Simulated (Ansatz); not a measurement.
# WSe2 (P6_3/mmc): a band-gap study from PBE to G0W0 at the band limit, part 2 of 2

Aim: a best estimate of the quasiparticle gap of WSe2 (P6_3/mmc), with each correction and its cost laid out.

Ansatz 0.2.0; density functionals, hybrids, G0W0, plane waves, PAW. Known limits of the many-body steps: not at the basis limit; no spin-orbit coupling; coarse k mesh.

So far. Step 7 (G0W0, 6×6×2 mesh, 723 empty bands, screening to 190 eV …): Against the run with 6×6×2 mesh, 318 empty bands, screening to 110 eV, hard PAW files, the gap moves by +0.04 eV.

The database entry behind the starting cell differs from later determinations by our own check (a about 0.2 % long), so it need not match the best structure at ambient conditions.

In doubt: masses and optical values from hybrid runs of this build are listed as unsure (steps 11, 12), which bears on the screening that GW takes from such a start.

### Step 8. G0W0, 6×6×2 mesh, 1224 empty bands, screening to 270 eV, hard PAW files

Level of this step: G0W0 on PBE, plane waves, PAW (Ansatz).

The input, input.yaml:

```yaml
crystal:
  lattice:
    - [3.29, 0.0, 0.0]
    - [-1.645, 2.8492235785, 0.0]
    - [0.0, 0.0, 12.97]
  atoms:
    - { symbol: W, position: [0.3333333333, 0.6666666667, 0.25] }
    - { symbol: W, position: [0.6666666667, 0.3333333333, 0.75] }
    - { symbol: Se, position: [0.3333333333, 0.6666666667, 0.621] }
    - { symbol: Se, position: [0.6666666667, 0.3333333333, 0.121] }
    - { symbol: Se, position: [0.3333333333, 0.6666666667, 0.879] }
    - { symbol: Se, position: [0.6666666667, 0.3333333333, 0.379] }
kpoints:
  mp_grid: { grid: [6, 6, 2] }
hamiltonian:
  xc: pbe
  pseudopotentials: { kind: paw, source: ansatz }
scf:
  occupations: { method: fixed }
gw:
  n_empty_bands: 1224
  ecut_chi: 270.0
  qp_bands: [v2, c2]
  qp_kpoints: band_edges
  screening: { model: contour_deformation }
```

Launch:

```
$ ansatz run input.yaml --threads 4 --pin off --max-ram 138240MiB --backend cuda --events-out ev --progress --plain --runs-dir out --devices 1 --max-vram 26GiB  # rebuilt from the run's record
```

Numbers of over 12 decimals in the logs are rounded to 6 here.

The log of the run:

```text
GPUs: using 1 of 1 available (devices: 1).
[...]
GPU FFT provider: cuFFT
GPU libraries: cuBLAS 13.8.2, cuFFT 12.4.0, cuSOLVER 12.3.4
Crystal: 6 atoms, lattice volume = 121.580 Å³
Basis set: ecut = 760 eV, 5861 PW (Γ)
Bands: 72, of which v1, the nominal top of the filled ones, is band 60 counted from 1 (59 counted from 0)
Symmetry: 24 space group operations
[...]
k-points: 14 of 72
[...]
1    62     17.5663   -13.8598    -4.3934   -18.1698  0.7544    17.4830    17.4829  root
[...]
13    59     14.5838   -18.3914     0.1735   -17.7336  0.7506    14.0965    14.0995  root
    13    60     14.5838   -18.3914     0.1735   -17.7336  0.7506    14.0965    14.0995  root
    13    61     16.2499   -15.5769    -4.1959   -19.6915  0.7424    16.1686    16.1685  root
    13    62     16.2499   -15.5769    -4.1959   -19.6915  0.7424    16.1686    16.1685  root
[key lines of the parts left out:]
SCF converged after 10 iterations
Free energy (F): -57642.162479 eV
Fermi energy:    14.919853 eV
```

It took 4.1 min on 1 × NVIDIA H100 80GB HBM3 (shared by 3 runs) with 4 threads of AMD EPYC 7R13 (Zen 3), shared host; peak memory 6.7 GiB; 7.5 min of CPU time.

Numbers from this step:

* bands summed: 1284
* RPA ε∞ on this mesh (eigenvalues): 7.115, 15.22, 15.22
* plane waves in the screening matrix: 1241
* G0W0 gap on the mesh: 1.311 eV
* k of the valence top: 0, 0, 0
* k of the conduction bottom: 0.1667, 0.1667, 0
* starting gap on the mesh: 0.9770 eV
* least direct G0W0 gap on the computed points: 1.925 eV

Against the run with 6×6×2 mesh, 723 empty bands, screening to 190 eV, hard PAW files, the gap moves by +0.017 eV.

### Step 9. G0W0, 6×6×2 mesh, 2045 empty bands, screening to 380 eV, hard PAW files

Edit input.yaml of step 8 so:

```diff
@@ -20,4 +20,4 @@
 gw:
-  n_empty_bands: 1224
-  ecut_chi: 270.0
+  n_empty_bands: 2045
+  ecut_chi: 380
   qp_bands: [v2, c2]
```

The log of the run:

```text
GPUs: using 1 of 1 available (devices: 1).
[...]
GPU FFT provider: cuFFT
GPU libraries: cuBLAS 13.8.2, cuFFT 12.4.0, cuSOLVER 12.3.4
Crystal: 6 atoms, lattice volume = 121.580 Å³
Basis set: ecut = 760 eV, 5861 PW (Γ)
Bands: 72, of which v1, the nominal top of the filled ones, is band 60 counted from 1 (59 counted from 0)
Symmetry: 24 space group operations
[...]
k-points: 14 of 72
[...]
GPU buffer pool allocated for 108000 grid points (all kernels)
[...]
SCF iter   1: F=—  HF=-57643.637801 eV  |F-HF|=—  |Δ(HF+E_count)|=         —  Δρ=4.27e-2  dr2=9.13e0  ethr=3.10e-3  ⟨swp⟩=5.0  Hψ=3309  notcnv=0  defer=120
[...]
SCF iter  10: F=-57642.162479 eV  HF=-57642.162479 eV  |F-HF|=5.25e-9  |Δ(HF+E_count)|=   4.31e-7  Δρ=2.25e-6  dr2=4.48e-9  ethr=8.33e-11  ⟨swp⟩=11.1  Hψ=3745  notcnv=0
SCF 1 converged in 10 iterations: F = -57642.162479 eV  dr2 = 4.48e-9
[...]
G₀W₀ screening: q 1/14
[... further progress lines ...]
SCF converged after 10 iterations
Free energy (F): -57642.162479 eV
[...]
Internal energy: -57642.162479 eV  (E = F + TS)
E sigma→0 (E₀):  -57642.162479 eV
Fermi energy:    14.919853 eV
[...]
--- Band table (eV; the first three rows and the last of 14) ---
  k-point 0: bands = [... 56 lower, 13.4219, 13.8160, 13.8535, 14.9199, 17.5607, 17.5607, 17.6112, 17.6112, ... 8 higher]
  k-point 1: bands = [... 56 lower, 13.3943, 13.3943, 14.7035, 14.7035, 17.5663, 17.5663, 17.5663, 17.5663, ... 8 higher]
  k-point 2: bands = [... 56 lower, 13.0758, 13.8350, 13.8674, 14.2514, 16.5751, 17.1079, 17.1806, 17.2513, ... 8 higher]
  k-point 13: bands = [... 56 lower, 12.1853, 12.1853, 14.5838, 14.5838, 16.2499, 16.2499, 17.3529, 17.3529, ... 8 higher]
[...]
0    59     13.8535   -18.1827     1.3900   -15.9694  0.7687    13.0171    13.0303  root
     0    60     14.9199   -19.3932     0.0774   -18.7634  0.7502    14.3638    14.3674  root
     0    61     17.5607   -13.9012    -4.4763   -18.2348  0.7553    17.4184    17.4180  root
     0    62     17.5607   -13.9012    -4.4763   -18.2348  0.7553    17.4184    17.4180  root
     1    59     14.7035   -19.0979     0.3331   -18.1736  0.7525    14.1077    14.1124  root
     1    60     14.7035   -19.0979     0.3331   -18.1736  0.7525    14.1077    14.1124  root
     1    61     17.5663   -13.8598    -4.4617   -18.1698  0.7542    17.4150    17.4146  root
     1    62     17.5663   -13.8598    -4.4617   -18.1698  0.7542    17.4150    17.4146  root
     2    59     13.8674   -18.2455     1.3690   -16.0683  0.7683    13.0471    13.0593  root
     2    60     14.2514   -19.1008     0.4793   -18.0656  0.7473    13.6905    13.6956  root
     2    61     16.5751   -13.3725    -4.2250   -17.3905  0.7576    16.3688    16.3681  root
     2    62     17.1079   -14.0361    -4.5839   -18.5074  0.7615    16.9955    16.9953  root
     3    59     14.2057   -19.0555     0.5923   -17.8830  0.7487    13.6198    13.6256  root
     3    60     14.2057   -19.0555     0.5923   -17.8830  0.7487    13.6198    13.6256  root
     3    61     16.8555   -13.7699    -4.3474   -17.9284  0.7545    16.6673    16.6667  root
     3    62     16.8555   -13.7699    -4.3474   -17.9284  0.7545    16.6673    16.6667  root
     8    59     13.7803   -19.3622     0.8188   -17.9847  0.7393    13.2149    13.2216  root
     8    60     13.8205   -19.4395     0.8089   -18.0521  0.7423    13.2353    13.2421  root
     8    61     15.8968   -13.0802    -3.9264   -16.7993  0.7625    15.6900    15.6895  root
     8    62     16.7831   -14.1711    -4.4304   -18.4321  0.7464    16.6143    16.6138  root
     9    59     13.8063   -19.4149     0.8101   -18.0346  0.7410    13.2294    13.2361  root
     9    60     13.8063   -19.4149     0.8101   -18.0346  0.7410    13.2294    13.2361  root
     9    61     16.2891   -13.6477    -4.1378   -17.6002  0.7584    16.1043    16.1038  root
     9    62     16.2891   -13.6477    -4.1378   -17.6002  0.7584    16.1043    16.1038  root
[...]
12    59     14.4781   -18.1714     0.1873   -17.4298  0.7500    13.9196    13.9239  root
    12    60     14.7241   -18.7999     0.0282   -18.2208  0.7499    14.1696    14.1732  root
    12    61     16.2498   -15.5798    -4.2761   -19.6945  0.7418    16.0888    16.0884  root
    12    62     16.2498   -15.5798    -4.2761   -19.6945  0.7418    16.0888    16.0884  root
    13    59     14.5838   -18.3914     0.1065   -17.7336  0.7503    14.0285    14.0325  root
    13    60     14.5838   -18.3914     0.1065   -17.7336  0.7503    14.0285    14.0325  root
    13    61     16.2499   -15.5769    -4.2760   -19.6915  0.7418    16.0889    16.0885  root
    13    62     16.2499   -15.5769    -4.2760   -19.6915  0.7418    16.0889    16.0885  root
```

The job ended after 5.5 min (1 × NVIDIA H100 80GB HBM3 (shared by 3 runs) with 4 threads; peak memory 14 GiB).

Numbers from this step:

| Item | Value |
| --- | --- |
| bands summed | 2105 |
| RPA ε∞ on this mesh (eigenvalues) | 7.113, 15.20, 15.20 |
| plane waves in the screening matrix | 2033 |
| q-points in the mesh | 72 |
| G0W0 gap on the mesh | 1.322 eV |
| k of the valence top | 0, 0, 0 |
| k of the conduction bottom | 0.1667, 0.1667, 0 |
| starting gap on the mesh | 0.9770 eV |
| Z at the valence top | 0.7502 |
| Z at the conduction bottom | 0.7625 |
| least direct G0W0 gap on the computed points | 1.915 eV |

Against the run with 6×6×2 mesh, 1224 empty bands, screening to 270 eV, hard PAW files, the gap moves by +0.011 eV.

Limits: finite bands, cutoff and mesh; no spin-orbit coupling; coarse k mesh. v1 is the top filled band, c1 the lowest empty one. The levels before and after the correction (eV, zero at the valence-band top of each column):

|  | conduction bottom | valence top |
| --- | --- | --- |
| Kohn-Sham | 0.98 | 0.00 |
| G0W0 | 1.32 | 0.00 |

|  | level | occupation | energy (eV) |
| --- | --- | --- | --- |
| Kohn-Sham | Γ v2 | 2 | -1.066 |
| Kohn-Sham | Γ v1 | 2 | 0.000 |
| Kohn-Sham | Γ c1-c2 | 0 | 2.641 |
| Kohn-Sham | (0.167 0.167 0) v2 | 2 | -1.140 |
| Kohn-Sham | (0.167 0.167 0) v1 | 2 | -1.099 |
| Kohn-Sham | (0.167 0.167 0) c1 | 0 | 0.977 |
| Kohn-Sham | (0.167 0.167 0) c2 | 0 | 1.863 |
| G0W0 | Γ v2 | 2 | -1.337 |
| G0W0 | Γ v1 | 2 | 0.000 |
| G0W0 | Γ c1-c2 | 0 | 3.051 |
| G0W0 | (0.167 0.167 0) v2 | 2 | -1.146 |
| G0W0 | (0.167 0.167 0) v1 | 2 | -1.125 |
| G0W0 | (0.167 0.167 0) c1 | 0 | 1.322 |
| G0W0 | (0.167 0.167 0) c2 | 0 | 2.246 |

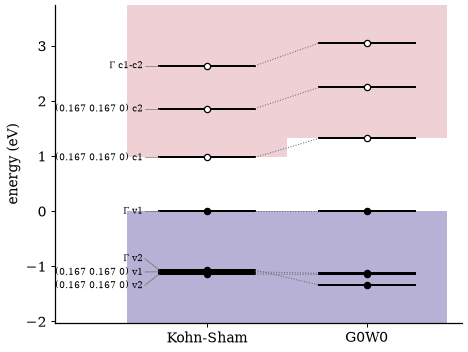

Levels before and after the correction. Shaded: valence and conduction bands. Filled marks are occupied levels, open marks empty ones.

How the two edges are built up, in eV (the quasiparticle level is the starting level plus Σx plus Σc less Vxc):

| run | edge | start | Σx | Σc | Vxc | Z | QP |
| --- | --- | --- | --- | --- | --- | --- | --- |
| 378 bands | valence top | 14.92 | -19.39 | 0.52 | -18.76 | 0.75 | 14.81 |
| 378 bands | conduction bottom | 15.90 | -13.08 | -3.56 | -16.80 | 0.77 | 16.06 |
| 783 bands | valence top | 14.92 | -19.39 | 0.26 | -18.76 | 0.75 | 14.55 |
| 783 bands | conduction bottom | 15.90 | -13.08 | -3.77 | -16.80 | 0.76 | 15.85 |
| 1284 bands | valence top | 14.92 | -19.39 | 0.15 | -18.76 | 0.75 | 14.44 |
| 1284 bands | conduction bottom | 15.90 | -13.08 | -3.86 | -16.80 | 0.76 | 15.75 |
| 2105 bands | valence top | 14.92 | -19.39 | 0.08 | -18.76 | 0.75 | 14.37 |
| 2105 bands | conduction bottom | 15.90 | -13.08 | -3.93 | -16.80 | 0.76 | 15.69 |

### Step 10. G0W0@PBE, 12×12×2 mesh, 318 empty bands, screening to 110 eV, hard PAW files

A second mesh at equal bands and cutoff isolates the sampling error. Bands and cutoff differ from the step before, so it is read against an earlier run that matches them.

Edit input.yaml of step 9 so:

```diff
@@ -13,3 +13,3 @@
 kpoints:
-  mp_grid: { grid: [6, 6, 2] }
+  mp_grid: { grid: [12, 12, 2] }
 hamiltonian:
@@ -20,4 +20,4 @@
 gw:
-  n_empty_bands: 2045
-  ecut_chi: 380
+  n_empty_bands: 318
+  ecut_chi: 110.0
   qp_bands: [v2, c2]
```

The log of the run:

```text
GPUs: using 1 of 1 available (devices: 1).
[...]
GPU FFT provider: cuFFT
GPU libraries: cuBLAS 13.8.2, cuFFT 12.4.0, cuSOLVER 12.3.4
Crystal: 6 atoms, lattice volume = 121.580 Å³
Basis set: ecut = 760 eV, 5861 PW (Γ)
Bands: 72, of which v1, the nominal top of the filled ones, is band 60 counted from 1 (59 counted from 0)
Symmetry: 24 space group operations
[...]
k-points: 38 of 288
[...]
1    62     17.5661   -13.8857    -4.0153   -18.1697  0.7566    17.8361    17.8347  root
[...]
37    59     14.5821   -18.2622     0.3794   -17.7341  0.7557    14.4332    14.4335  root
    37    60     14.5821   -18.2622     0.3794   -17.7341  0.7557    14.4332    14.4335  root
    37    61     16.2497   -15.7132    -3.7042   -19.6918  0.7498    16.5251    16.5241  root
    37    62     16.2497   -15.7132    -3.7042   -19.6918  0.7498    16.5251    16.5241  root
[key lines of the parts left out:]
SCF converged after 10 iterations
Free energy (F): -57642.165392 eV
Fermi energy:    14.920403 eV
```

Elapsed: 5.3 min, on 1 × NVIDIA H100 80GB HBM3 (shared by 3 runs) with 4 threads; peak memory 3.5 GiB.

This step gave:

```yaml
bands_summed: 378
rpa_eps_infinity_on_this_mesh_eigenvalues: 7.087, 14.61, 14.61
plane_waves_in_the_screening_matrix: 317
g0w0_gap_on_the_mesh: 1.252 eV
k_of_the_valence_top: 0, 0, 0
k_of_the_conduction_bottom: 0.1667, 0.1667, 0
starting_gap_on_the_mesh: 0.9756 eV
least_direct_g0w0_gap_on_the_computed_points: 1.930 eV
```

Against the run with 6×6×2 mesh, 318 empty bands, screening to 110 eV, hard PAW files, the gap moves by −0.001 eV.

### Step 11. G0W0@HSE06, 6×6×2 mesh, 723 empty bands, screening to 190 eV, hard PAW files

One-shot GW remembers its start. Another functional's orbitals and levels show by how much. Bands and cutoff differ from the step before, so it is read against an earlier run that matches them.

This step: G0W0 on HSE06, plane waves, PAW.

Edit input.yaml of step 10 so:

```diff
@@ -13,5 +13,5 @@
 kpoints:
-  mp_grid: { grid: [12, 12, 2] }
+  mp_grid: { grid: [6, 6, 2] }
 hamiltonian:
-  xc: pbe
+  xc: hse06
   pseudopotentials: { kind: paw, source: ansatz }
@@ -20,4 +20,4 @@
 gw:
-  n_empty_bands: 318
-  ecut_chi: 110.0
+  n_empty_bands: 723
+  ecut_chi: 190.0
   qp_bands: [v2, c2]
```

The log of the run:

```text
GPUs: using 1 of 1 available (devices: 1).
[...]
GPU FFT provider: cuFFT
GPU libraries: cuBLAS 13.8.2, cuFFT 12.4.0, cuSOLVER 12.3.4
Crystal: 6 atoms, lattice volume = 121.580 Å³
Basis set: ecut = 760 eV, 5861 PW (Γ)
Bands: 72, of which v1, the nominal top of the filled ones, is band 60 counted from 1 (59 counted from 0)
Symmetry: 24 space group operations
[...]
k-points: 14 of 72
[...]
1    61     17.8662   -13.6548    -4.2174   -17.7144  0.7786    17.7088    17.7084  root
     1    62     17.8662   -13.6548    -4.2174   -17.7144  0.7786    17.7088    17.7084  root
[...]
13    59     14.2341   -18.2422     0.2189   -17.8289  0.7765    14.0395    14.0398  root
    13    60     14.2341   -18.2422     0.2189   -17.8289  0.7765    14.0395    14.0398  root
    13    61     16.3697   -15.3876    -3.9768   -19.2705  0.7692    16.2758    16.2757  root
    13    62     16.3697   -15.3876    -3.9768   -19.2705  0.7692    16.2758    16.2757  root
[key lines of the parts left out:]
Free energy (F): -57649.329515 eV
Fermi energy:    14.589127 eV
```

It took 3.6 min on 1 × NVIDIA H100 80GB HBM3 (shared by 3 runs) with 4 threads; peak memory 4.4 GiB; 5.4 min of CPU time.

Numbers from this step:

* bands summed: 783
* RPA ε∞ on this mesh (eigenvalues): 5.866, 12.10, 12.10
* plane waves in the screening matrix: 749
* G0W0 gap on the mesh: 1.481 eV
* k of the valence top: 0, 0, 0
* k of the conduction bottom: 0.1667, 0.1667, 0
* starting gap on the mesh: 1.448 eV
* least direct G0W0 gap on the computed points: 2.087 eV

Against the run with 6×6×2 mesh, 723 empty bands, screening to 190 eV, hard PAW files on PBE, the gap moves by +0.19 eV, while the start moved by +0.47 eV.

### Step 12. G0W0@PBE0, 6×6×2 mesh, 723 empty bands, screening to 190 eV, hard PAW files

This step: G0W0 on PBE0, plane waves, PAW.

Edit input.yaml of step 11 so:

```diff
@@ -15,3 +15,3 @@
 hamiltonian:
-  xc: hse06
+  xc: pbe0
   pseudopotentials: { kind: paw, source: ansatz }
```

The log of the run:

```text
GPUs: using 1 of 1 available (devices: 1).
[...]
GPU FFT provider: cuFFT
GPU libraries: cuBLAS 13.8.2, cuFFT 12.4.0, cuSOLVER 12.3.4
Crystal: 6 atoms, lattice volume = 121.580 Å³
Basis set: ecut = 760 eV, 5861 PW (Γ)
Bands: 72, of which v1, the nominal top of the filled ones, is band 60 counted from 1 (59 counted from 0)
Symmetry: 24 space group operations
[...]
k-points: 14 of 72
[...]
1    61     18.2255   -13.6429    -4.1349   -17.3451  0.7948    17.7947    17.7928  root
     1    62     18.2255   -13.6429    -4.1349   -17.3451  0.7948    17.7947    17.7928  root
[...]
13    59     13.9049   -18.2369     0.1826   -18.1250  0.7936    13.9756    13.9757  root
    13    60     13.9049   -18.2369     0.1826   -18.1250  0.7936    13.9756    13.9757  root
    13    61     16.6970   -15.3543    -3.9056   -18.8945  0.7865    16.3327    16.3316  root
    13    62     16.6970   -15.3543    -3.9056   -18.8945  0.7865    16.3327    16.3316  root
[key lines of the parts left out:]
Free energy (F): -57644.045010 eV
Fermi energy:    14.267356 eV
```

Elapsed: 2.7 min, on 1 × NVIDIA H100 80GB HBM3 (shared by 3 runs) with 4 threads; peak memory 4.3 GiB; 4.4 min of CPU time.

Numbers from this step:

```yaml
bands_summed: 783
rpa_eps_infinity_on_this_mesh_eigenvalues: 5.372, 10.40, 10.40
plane_waves_in_the_screening_matrix: 749
g0w0_gap_on_the_mesh: 1.604 eV
k_of_the_valence_top: 0, 0, 0
k_of_the_conduction_bottom: 0.1667, 0.1667, 0
starting_gap_on_the_mesh: 2.097 eV
least_direct_g0w0_gap_on_the_computed_points: 2.205 eV
```

Against the run with 6×6×2 mesh, 723 empty bands, screening to 190 eV, hard PAW files on HSE06, the gap moves by +0.12 eV, while the start moved by +0.65 eV.

### Step 13. The ladder

Times are wall times on 1 × NVIDIA H100 80GB HBM3 (shared by 3 runs) with 4 threads of AMD EPYC 7R13 (Zen 3), shared host, good to a factor of about two. G0W0 rows are gaps on the mesh, lowered by the amount that the mesh misses the start's edges, a rough step that assumes the same correction there.

| level | gap (eV) | least direct gap (eV) | time |
| --- | --- | --- | --- |
| PBE | 0.97 | 1.53 | 13 s |
| PBE+SOC | 0.90 | 1.31 | 8.6 s |
| HSE06 | 1.45 | 1.98 | 34 s |
| HSE06+SOC | 1.36 | 1.73 | 2.1 min |
| G0W0@PBE (318 empty bands, hard PAW) | 1.25 | - | 36 s |
| G0W0@PBE (723 empty bands, hard PAW) | 1.29 | - | 86 s |
| G0W0@PBE (1224 empty bands, hard PAW) | 1.31 | - | 4.1 min |
| G0W0@PBE (2045 empty bands, hard PAW) | 1.32 | - | 5.5 min |
| G0W0@PBE (318 empty bands, 12×12×2, hard PAW) | 1.25 | - | 5.3 min |
| G0W0@HSE06 (723 empty bands, hard PAW) | 1.48 | - | 3.6 min |
| G0W0@PBE0 (723 empty bands, hard PAW) | 1.60 | - | 2.7 min |

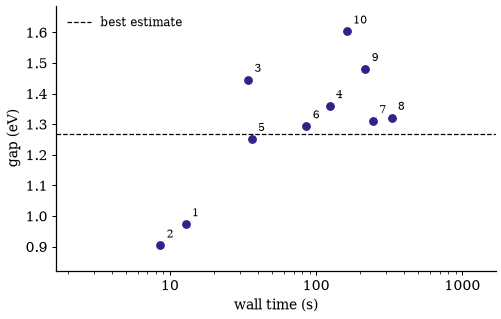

Result against wall time. Points are numbered: 1 PBE; 2 PBE+SOC; 3 HSE06; 4 HSE06+SOC; 5 G0W0@PBE 378; 6 G0W0@PBE 783; 7 G0W0@PBE 1284; 8 G0W0@PBE 2105; 9 G0W0@HSE06; 10 G0W0@PBE0.

### Step 14. Adding up the best estimate

| term | eV | running total (eV) |
| --- | --- | --- |
| G0W0 on the mesh, top rung | 1.322 | 1.322 |
| to the limit, by a line in one over the bands through the two top rungs | +0.017 | 1.339 |
| shift on 12×12×2 less that on 6×6×2 | +0.0004 | 1.339 |
| spin-orbit change, from PBE | −0.070 | 1.270 |

Changes that are not added in, each against a run with equal bands and cutoff:

| change | eV |
| --- | --- |
| start HSE06 | +0.19 |
| start PBE0 | +0.31 |

### Step 15. Outcome

```yaml
pbe_gap: 0.97 eV, indirect
hse06: 1.45 eV
g0w0_top_rung_on_the_mesh: 1.32 eV
best_estimate_g0w0_pbe_with_spin_orbit_change: 1.27 eV
gw_settings_of_the_top_rung: 6×6×2 mesh, 2045 empty bands, screening to 380 eV, hard PAW files
known_limits: one-shot GW, static lattice; coarse k mesh
```

In words: The best estimate for G0W0@PBE is 1.27 eV, indirect by PBE+SOC, against 0.90 eV at the start (both with spin-orbit coupling). The pair of rungs below gives a limit −0.001 eV away. Of the changes left open the largest, +0.31 eV, comes from starting at PBE0. Among the functionals HSE06 comes nearest: +0.11 eV from the estimate without its spin-orbit term (1.34 eV). All runs took 26 min, 89 % of it in G0W0. The 6×6×2 mesh is coarse for this cell (its supercell is 20 Å along the shortest edge). The RPA ε∞ on it, from the PBE start, is 7.11 and 15.20; such meshes misread the long-range screening, most where the gap is narrow.

[Paths, hosts, dates, memory and timing lines, banners, echoed tables and standing remarks are left out of the program output.]

[Logs are printed without paths, hosts, clocks, repeated set-up lines and the standing remarks that a program may print on its own settings, such as how far it seeks lower states.]

[Runs of the session that timed out or met a known fault of the program may be left out.]

[Cells called generated may have been cut or substituted from an entry of the Crystallography Open Database or the Materials Project.]

[Hosts, paths, dates, database ids (printed as entryN), source tags and the programs' standing remarks are cut or masked in the printed files.]
